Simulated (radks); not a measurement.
Au²⁺: atomic calculation

System: the gold ion Au²⁺ in the configuration [Xe] 4f14 5d8 7f1 (high spin).
Method: scalar-relativistic Kohn-Sham, PBE, spin-polarised, spherical densities, finite nucleus (the in-house radial solver radks).

## Output
```
1s      1   1.0000       -2968.44166441
2s      1   1.0000        -524.81816387
2p      1   3.0000        -454.02968605
3s      1   1.0000        -124.82468459
3p      1   3.0000        -104.28065348
3d      1   5.0000         -82.29513909
4s      1   1.0000         -28.06837766
4p      1   3.0000         -21.32856874
4d      1   5.0000         -13.22505370
4f      1   7.0000          -4.22976070
5s      1   1.0000          -5.23062059
5p      1   3.0000          -3.43831025
5d      1   5.0000          -1.41863763
7f      1   1.0000          -0.12671478
1s      2   1.0000       -2968.44174318
2s      2   1.0000        -524.81226651
2p      2   3.0000        -454.02489324
3s      2   1.0000        -124.82243381
3p      2   3.0000        -104.27813465
3d      2   5.0000         -82.29082668
4s      2   1.0000         -28.06265640
4p      2   3.0000         -21.32327853
4d      2   5.0000         -13.21892960
4f      2   7.0000          -4.22097306
5s      2   1.0000          -5.19115818
5p      2   3.0000          -3.38954836
5d      2   3.0000          -1.36383863
7f      2   0.0000          -0.07959412
Etot -19005.42506489181
Ekin 21252.768252157555
Encl -47187.38895891073
Eh 7290.332109336328
Exc -361.13646747496216
err 5.912983915300106e-09
it 22
```

## Orbitals

| orbital | occupation | energy (eV) | ⟨r⟩ (bohr) | outer maximum (bohr) |
| --- | --- | --- | --- | --- |
| 1s down | 1 | −80775.4 | 0.01687 | 0.0104 |
| 1s up | 1 | −80775.4 | 0.01687 | 0.0104 |
| 2s up | 1 | −14281.0 | 0.07114 | 0.0602 |
| 2s down | 1 | −14280.9 | 0.07114 | 0.0602 |
| 2p up | 3 | −12354.8 | 0.06424 | 0.0498 |
| 2p down | 3 | −12354.6 | 0.06424 | 0.0498 |
| 3s up | 1 | −3396.7 | 0.1839 | 0.170 |
| 3s down | 1 | −3396.6 | 0.1839 | 0.170 |
| 3p up | 3 | −2837.6 | 0.1851 | 0.169 |
| 3p down | 3 | −2837.6 | 0.1851 | 0.169 |
| 3d up | 5 | −2239.4 | 0.1677 | 0.138 |
| 3d down | 5 | −2239.2 | 0.1677 | 0.138 |
| 4s up | 1 | −763.779 | 0.4071 | 0.383 |
| 4s down | 1 | −763.624 | 0.4071 | 0.383 |
| 4p up | 3 | −580.380 | 0.4335 | 0.403 |
| 4p down | 3 | −580.236 | 0.4335 | 0.403 |
| 4d up | 5 | −359.872 | 0.4584 | 0.410 |
| 4d down | 5 | −359.705 | 0.4583 | 0.410 |
| 5s up | 1 | −142.332 | 0.9252 | 0.848 |
| 5s down | 1 | −141.259 | 0.9229 | 0.847 |
| 4f up | 7 | −115.098 | 0.4986 | 0.376 |
| 4f down | 7 | −114.859 | 0.4978 | 0.376 |
| 5p up | 3 | −93.561 | 1.063 | 0.952 |
| 5p down | 3 | −92.234 | 1.061 | 0.949 |
| 5d up | 5 | −38.603 | 1.433 | 1.19 |
| 5d down | 3 | −37.112 | 1.439 | 1.18 |
| 7f up | 1 | −3.448 | 13.67 | 15.3 |

## Slater integrals of the outer shells (hartree)

```tsv
integral	value
F0(7f,7f)	0.0656
F2(7f,7f)	0.0330
F4(7f,7f)	0.0233
F6(7f,7f)	0.0182
F0(7f,5d)	0.1031
F2(7f,5d)	0.0143
F4(7f,5d)	0.0074
G1(7f,5d)	0.0122
G3(7f,5d)	0.0074
G5(7f,5d)	0.0052
F0(7f,5p)	0.1041
F2(7f,5p)	0.0102
G2(7f,5p)	0.0042
G4(7f,5p)	0.0028
F0(7f,4f)	0.1052
F2(7f,4f)	0.0036
F4(7f,4f)	0.0011
F6(7f,4f)	0.0006
G0(7f,4f)	0.0008
G2(7f,4f)	0.0009
```

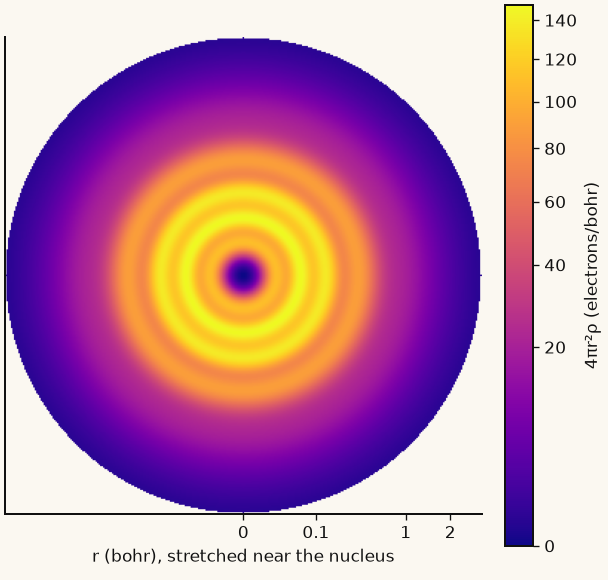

Figure 1. The radial density 4πr²ρ as a disc about the nucleus, with the radius drawn as r to the power 0.35. There are 6 maxima, at r = 0.0113, 0.0519, 0.145, 0.375, 7.17 and 15.3 bohr, parted by minima at 0.0217, 0.0931, 0.266 and 4.81 bohr, inside which lie 1.9, 11.0, 30.0 and 76.1 electrons. The outermost maximum is faint.

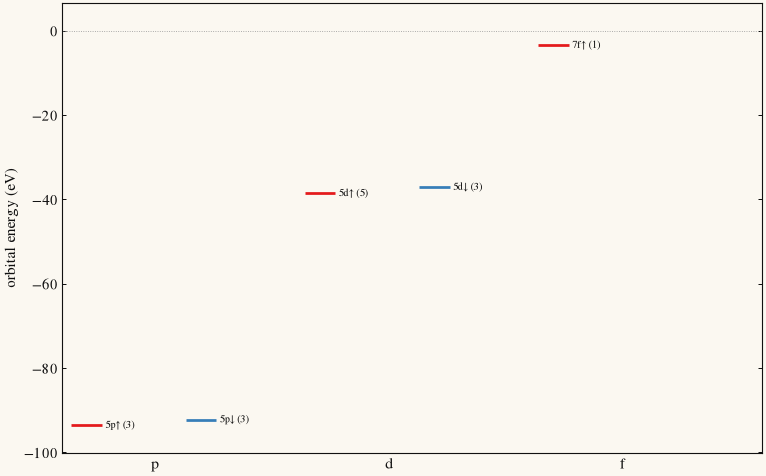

Figure 2. The outer levels are drawn by angular momentum (occupations in brackets, up spins at the left of each column and down spins at the right). The highest occupied level is 7f up at −3.45 eV. The highest 3 occupied levels, from the top down, are 7f up (−3.45 eV), 5d down (−37.1 eV), 5d up (−38.6 eV). The largest exchange splitting (down less up) among the shells drawn in both spins is that of 5d, 1.49 eV.

## Input file
```
Z 79
configuration [Xe] 4f14 5d8 7f1
relativity scalar-relativistic
functional pbe,pbe
spin polarised
nucleus finite rms 5.4371 fm
c 137.035999084
```

Energies in input and log are in hartree, lengths in bohr (the nuclear radius in fm).

## Key numbers

```tsv
quantity	value
outcome	converged
total energy	−19005.4251 hartree
kinetic energy	21252.7683 hartree
electron–nucleus energy	−47187.3890 hartree
Hartree energy	7290.3321 hartree
exchange–correlation energy	−361.136467 hartree
radius at density 0.001 e/bohr³	3.36 bohr
SCF iterations	22
hardware	1 CPU thread, shared host
```

## Notes

This is an excited configuration.
